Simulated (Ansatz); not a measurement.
Reaction (SMILES): O=S(F)F + 3 [H][H] (H2) → 2 F (HF) + O (H2O) + S (H2S)
B3LYP-D3(BJ)/def2-TZVP geometries, fixed; electronic energies without zero-point terms.
Largest species:
```xyz
4

O      1.3619    -0.1486    -0.3569
S      0.1670    -0.0077     0.4048
F     -0.6344     1.2320    -0.2285
F     -0.8731    -1.0862    -0.1739
```

Basis-set convergence of the energy of full hydrogenation at PBE with Ansatz (an electronic-structure program). Cartesian d functions, on some or all atoms, in 6-31G**, 6-311G**; all else is spherical. The program fits the integrals of some runs and decomposes those of others, by size. No added dispersion term, no relativity. Functions are those of the species that has most. Reference: the value in pcseg-4, -50.95 kcal/mol, itself unsure by roughly 0.68 kcal/mol (its mean distance from aug-pcseg-3, aug-cc-pV(Q+d)Z, cc-pV(5+d)Z). Deviations are taken from unrounded values.

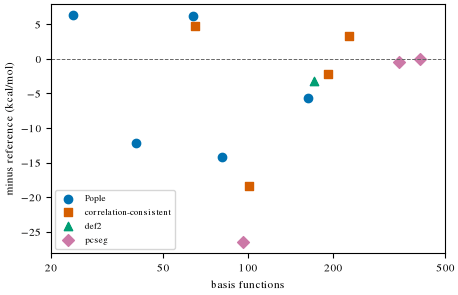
*Deviation from the reference against the number of basis functions, by family of sets.*

```csv
basis,functions,energy of full hydrogenation (kcal/mol),minus reference (kcal/mol)
STO-3G,24,-44.67,6.28
3-21G,40,-63.18,-12.22
6-31G**,64,-44.74,6.22
cc-pV(D+d)Z,65,-46.14,4.81
6-311G**,81,-65.17,-14.22
aug-pcseg-1,96,-77.45,-26.50
aug-cc-pV(D+d)Z,101,-69.28,-18.33
"6-311++G(3df,3pd)",164,-56.67,-5.72
def2-TZVPPD,171,-54.10,-3.14
aug-cc-pV(T+d)Z,193,-53.16,-2.20
cc-pV(Q+d)Z,229,-47.60,3.35
aug-pcseg-3,344,-51.34,-0.39
pcseg-4,408,-50.95,0.00
```
